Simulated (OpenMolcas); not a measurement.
## MgC⁺: relativistic diatomic calculation (part 2 of 2)

Continued. System: MgC⁺. Method: SA-CASSCF(5,8)/XMS-CASPT2 + RASSI spin-orbit (X2C scalar, AMFI), ANO-RCC-VTZP (OpenMolcas).

Output (extracts), continued:
```
++ Dipole transition strengths (spin-free states):
     for osc. strength at least  1.00000000E-05
      From   To        Osc. strength     Einstein coefficients Ax, Ay, Az (sec-1)    Total A (sec-1)
         9   23       9.90172443E-03  8.49201878E+05  6.29394044E+05  0.00000000E+00  1.47859592E+06
         9   24       9.90170985E-03  6.29395897E+05  8.49197962E+05  0.00000000E+00  1.47859386E+06
         9   10       8.50482137E-02  0.00000000E+00  0.00000000E+00  3.88596418E+07  3.88596418E+07
         9   14       5.01252470E-03  0.00000000E+00  0.00000000E+00  6.30260955E+06  6.30260955E+06
         1   15       7.77195901E-04  2.90521361E+03  4.19796871E+04  0.00000000E+00  4.48849007E+04
         1   16       9.64709323E-04  6.30614117E+03  5.19123766E+04  0.00000000E+00  5.82185178E+04
         1   17       9.65629004E-04  5.21212506E+04  6.31162510E+03  0.00000000E+00  5.84328757E+04
         1   18       3.60233079E-03  4.93667753E+05  3.41941708E+04  0.00000000E+00  5.27861924E+05
         1   19       3.29136134E-03  7.17972116E+05  4.97390349E+04  0.00000000E+00  7.67711151E+05
         1    4       6.40115244E-02  0.00000000E+00  0.00000000E+00  1.53607623E+07  1.53607623E+07
         1    3       1.49305295E-02  0.00000000E+00  0.00000000E+00  3.58285976E+06  3.58285976E+06
         1    5       3.93823097E-04  0.00000000E+00  0.00000000E+00  1.34663316E+05  1.34663316E+05
         1    6       4.57391088E-05  0.00000000E+00  0.00000000E+00  1.56399667E+04  1.56399667E+04
         1   20       5.36091433E-03  1.59290246E+05  2.29883540E+06  0.00000000E+00  2.45812565E+06
         1    7       2.74527476E-01  0.00000000E+00  0.00000000E+00  1.61331220E+08  1.61331220E+08
         1    8       1.01838727E-03  0.00000000E+00  0.00000000E+00  5.98474389E+05  5.98474389E+05
         1   21       2.37630391E-03  1.34358184E+05  1.63878976E+06  0.00000000E+00  1.77314794E+06
         1   22       2.37509836E-03  1.64076309E+06  1.34044200E+05  0.00000000E+00  1.77480729E+06
         2   15       7.77356527E-04  4.19897148E+04  2.90446112E+03  0.00000000E+00  4.48941760E+04
         2   16       9.64552086E-04  5.19038165E+04  6.30521070E+03  0.00000000E+00  5.82090272E+04
         2   17       9.65626126E-04  6.30969954E+03  5.21230004E+04  0.00000000E+00  5.84326999E+04
         2   18       3.60233069E-03  3.41945716E+04  4.93667328E+05  0.00000000E+00  5.27861900E+05
         2   19       3.29136045E-03  4.97387597E+04  7.17972171E+05  0.00000000E+00  7.67710930E+05
         2    4       1.49305286E-02  0.00000000E+00  0.00000000E+00  3.58285950E+06  3.58285950E+06
         2    3       6.40115235E-02  0.00000000E+00  0.00000000E+00  1.53607619E+07  1.53607619E+07
         2    5       4.57389754E-05  0.00000000E+00  0.00000000E+00  1.56399208E+04  1.56399208E+04
         2    6       3.93823119E-04  0.00000000E+00  0.00000000E+00  1.34663324E+05  1.34663324E+05
         2   20       5.36090969E-03  2.29883533E+06  1.59288161E+05  0.00000000E+00  2.45812349E+06
         2    7       1.01838736E-03  0.00000000E+00  0.00000000E+00  5.98474424E+05  5.98474424E+05
         2    8       2.74527479E-01  0.00000000E+00  0.00000000E+00  1.61331223E+08  1.61331223E+08
         2   21       2.37629883E-03  1.63878681E+06  1.34357325E+05  0.00000000E+00  1.77314413E+06
         2   22       2.37509182E-03  1.34042458E+05  1.64075994E+06  0.00000000E+00  1.77480240E+06
        15    4       2.28999717E-04  3.85096892E+02  1.38757682E+04  0.00000000E+00  1.42608651E+04
        15    3       2.29211150E-04  1.38893626E+04  3.84669378E+02  0.00000000E+00  1.42740320E+04
        15    5       8.01542482E-03  2.41780217E+05  7.09149708E+05  0.00000000E+00  9.50929925E+05
        15    6       8.01539729E-03  7.09146375E+05  2.41780303E+05  0.00000000E+00  9.50926678E+05
        15   20       1.63104923E-01  0.00000000E+00  0.00000000E+00  3.11236454E+07  3.11236454E+07
        15    7       1.84196517E-03  4.89563941E+04  4.61210666E+05  0.00000000E+00  5.10167060E+05
        15    8       1.84192707E-03  4.61199533E+05  4.89569888E+04  0.00000000E+00  5.10156521E+05
        16    4       4.63187666E-03  1.37706840E+05  1.38525109E+05  0.00000000E+00  2.76231948E+05
        16    3       4.63175150E-03  1.38517055E+05  1.37707429E+05  0.00000000E+00  2.76224484E+05
        16    7       2.29912929E-05  3.82341646E+02  5.85692285E+03  0.00000000E+00  6.23926450E+03
        16    8       2.30275447E-05  5.86600853E+03  3.83093955E+02  0.00000000E+00  6.24910249E+03
        16   21       8.19471024E-02  0.00000000E+00  0.00000000E+00  3.13135394E+07  3.13135394E+07
        16   22       4.06377815E-02  0.00000000E+00  0.00000000E+00  1.55598018E+07  1.55598018E+07
        17    4       4.62532653E-03  1.37966459E+05  1.37119469E+05  0.00000000E+00  2.75085928E+05
        17    3       4.62524234E-03  1.37114756E+05  1.37966165E+05  0.00000000E+00  2.75080921E+05
        17    7       2.30339111E-05  5.85248426E+03  3.90318234E+02  0.00000000E+00  6.24280249E+03
        17    8       2.30324430E-05  3.91908728E+02  5.85049604E+03  0.00000000E+00  6.24240477E+03
        17   21       4.07440592E-02  0.00000000E+00  0.00000000E+00  1.55522259E+07  1.55522259E+07
        17   22       8.19095843E-02  0.00000000E+00  0.00000000E+00  3.13284545E+07  3.13284545E+07
        23   10       3.36238776E-03  1.61871221E+05  1.19979621E+05  0.00000000E+00  2.81850842E+05
        23   11       1.07280213E-01  5.09401014E+07  3.69016110E+06  0.00000000E+00  5.46302625E+07
        23   12       1.07317379E-01  3.69335681E+06  5.09960504E+07  0.00000000E+00  5.46894072E+07
        23   13       1.08702704E-01  2.45704610E+07  3.34088719E+07  0.00000000E+00  5.79793329E+07
        23   14       5.71259654E-02  1.78316839E+07  1.30205803E+07  0.00000000E+00  3.08522641E+07
        24   10       3.36238110E-03  1.19979779E+05  1.61870476E+05  0.00000000E+00  2.81850255E+05
        24   11       1.07282377E-01  3.68962737E+06  5.09417345E+07  0.00000000E+00  5.46313619E+07
        24   12       1.07324150E-01  5.09982763E+07  3.69457937E+06  0.00000000E+00  5.46928557E+07
        24   13       1.08691684E-01  3.34056470E+07  2.45678057E+07  0.00000000E+00  5.79734527E+07
        24   14       5.71279759E-02  1.30218264E+07  1.78315224E+07  0.00000000E+00  3.08533487E+07
        18   19       1.39176460E-02  0.00000000E+00  0.00000000E+00  1.39630855E+05  1.39630855E+05
        18    4       4.71090693E-04  5.19202284E+03  2.08466650E+02  0.00000000E+00  5.40048949E+03
        18    3       4.71085292E-04  2.08443965E+02  5.19198362E+03  0.00000000E+00  5.40042758E+03
        18    5       1.17603878E-03  3.60080228E+04  1.19592489E+04  0.00000000E+00  4.79672717E+04
        18    6       1.17604996E-03  1.19595212E+04  3.60082081E+04  0.00000000E+00  4.79677294E+04
        18    7       1.64065546E-04  2.18013341E+04  2.36575680E+03  0.00000000E+00  2.41670909E+04
        18    8       1.64062405E-04  2.36563086E+03  2.18009982E+04  0.00000000E+00  2.41666290E+04
        19    4       8.58929355E-05  3.94396579E+00  1.52542065E-01  0.00000000E+00  4.09650786E+00
        19    3       8.58927800E-05  1.52539437E-01  3.94396101E+00  0.00000000E+00  4.09650044E+00
        19    5       1.20053930E-04  9.43857505E+02  3.00172369E+02  0.00000000E+00  1.24402987E+03
        19    6       1.20054332E-04  3.00175034E+02  9.43859089E+02  0.00000000E+00  1.24403412E+03
        19    7       3.11937641E-03  2.26379013E+05  2.45721501E+04  0.00000000E+00  2.50951163E+05
        19    8       3.11937730E-03  2.45721580E+04  2.26379089E+05  0.00000000E+00  2.50951247E+05
         4    5       6.34998498E-03  0.00000000E+00  0.00000000E+00  5.71749578E+04  5.71749578E+04
         4    6       4.63821378E-03  0.00000000E+00  0.00000000E+00  4.17622555E+04  4.17622555E+04
         4   20       5.81144141E-04  6.59149455E+02  1.97238802E+04  0.00000000E+00  2.03830297E+04
         4    7       4.38572447E-03  0.00000000E+00  0.00000000E+00  3.35855483E+05  3.35855483E+05
         4    8       1.44896545E-03  0.00000000E+00  0.00000000E+00  1.10960691E+05  1.10960691E+05
         4   21       9.06159482E-05  5.09784199E+02  1.21618570E+04  0.00000000E+00  1.26716411E+04
         4   22       8.99640602E-05  1.20965236E+04  5.25938017E+02  0.00000000E+00  1.26224616E+04
         3    5       4.63821396E-03  0.00000000E+00  0.00000000E+00  4.17622542E+04  4.17622542E+04
         3    6       6.34998487E-03  0.00000000E+00  0.00000000E+00  5.71749608E+04  5.71749608E+04
         3   20       5.81145454E-04  1.97239242E+04  6.59151515E+02  0.00000000E+00  2.03830757E+04
         3    7       1.44896489E-03  0.00000000E+00  0.00000000E+00  1.10960642E+05  1.10960642E+05
         3    8       4.38572631E-03  0.00000000E+00  0.00000000E+00  3.35855641E+05  3.35855641E+05
         3   21       9.06162798E-05  1.21619019E+04  5.09785645E+02  0.00000000E+00  1.26716875E+04
         3   22       8.99648025E-05  5.26000198E+02  1.20965656E+04  0.00000000E+00  1.26225658E+04
        10   14       7.14641805E-04  0.00000000E+00  0.00000000E+00  1.41754064E+05  1.41754064E+05
         5   20       6.16839924E-04  1.36156923E+03  3.90386944E+03  0.00000000E+00  5.26543866E+03
         5    7       1.73906526E-02  0.00000000E+00  0.00000000E+00  5.75038143E+05  5.75038143E+05
         5    8       7.38143246E-04  0.00000000E+00  0.00000000E+00  2.44073966E+04  2.44073966E+04
         5   21       2.04592016E-03  4.32664590E+04  1.16060048E+05  0.00000000E+00  1.59326507E+05
         5   22       2.05042106E-03  1.16836451E+05  4.35547707E+04  0.00000000E+00  1.60391222E+05
         6   20       6.16840903E-04  3.90387694E+03  1.36156970E+03  0.00000000E+00  5.26544664E+03
         6    7       7.38143252E-04  0.00000000E+00  0.00000000E+00  2.44073939E+04  2.44073939E+04
         6    8       1.73906518E-02  0.00000000E+00  0.00000000E+00  5.75038142E+05  5.75038142E+05
         6   21       2.04591867E-03  1.16060137E+05  4.32662506E+04  0.00000000E+00  1.59326387E+05
         6   22       2.05042054E-03  4.35547385E+04  1.16836439E+05  0.00000000E+00  1.60391178E+05
        20    7       1.02111597E-03  8.11714359E+02  7.35838108E+03  0.00000000E+00  8.17009544E+03
        20    8       1.02111464E-03  7.35837871E+03  8.11707347E+02  0.00000000E+00  8.17008606E+03
         7   21       8.87798268E-05  9.49587905E+01  7.44180203E+02  0.00000000E+00  8.39138993E+02
         7   22       8.93688174E-05  7.58706491E+02  9.68671468E+01  0.00000000E+00  8.55573637E+02
         8   21       8.87794643E-05  7.44175418E+02  9.49600255E+01  0.00000000E+00  8.39135443E+02
         8   22       8.93687460E-05  9.68675517E+01  7.58705277E+02  0.00000000E+00  8.55572829E+02
 Electric-quadrupole - electric-quadrupole not included
 Electric-dipole - electric-octupole not included
 Electric-dipole - magnetic-quadrupole not included
   Eigenvalues of complex Hamiltonian:
  (Shifted by EMIN (a.u.) =       -237.6917091432)
 SO State       Relative EMIN(au)   Rel lowest level(eV)    D:o, cm**(-1)      Omega
     1            -0.0000001898        0.0000000000              0.0000         0.5
     2            -0.0000001898        0.0000000000              0.0000         0.5
     3            -0.0000001214        0.0000018609              0.0150         1.5
     4            -0.0000001214        0.0000018609              0.0150         1.5
     5             0.0160809946        0.4375913181           3529.4120         0.5
     6             0.0160809946        0.4375913181           3529.4120         0.5
     7             0.0162133811        0.4411937393           3558.4675         1.5
     8             0.0162133811        0.4411937393           3558.4675         1.5
     9
```

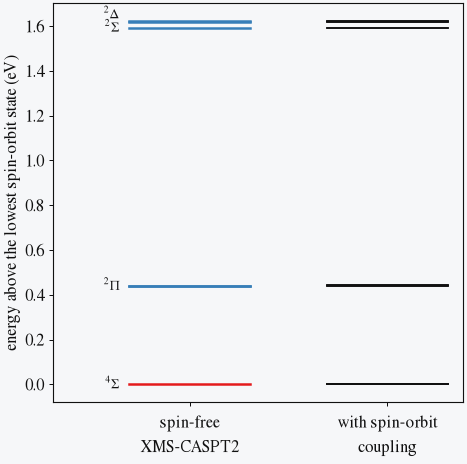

States up to 1.7 eV at 1.986 Å, without spin-orbit coupling (left, a colour for each spin multiplicity) and with it (right, where close levels merge). The spin-free states run ⁴Σ (0.00 eV), ²Π (0.44 eV), ²Σ (1.59 eV), ²Δ (1.62 eV) from the lowest. The lowest spin-orbit levels have |Ω| = 1/2 (0 cm⁻¹), 3/2 (0 cm⁻¹), 1/2 (3,529 cm⁻¹), 3/2 (3,558 cm⁻¹), 1/2 (12,849 cm⁻¹).

Outcome of the run: converged; components of a degenerate state are split by 24 cm⁻¹.
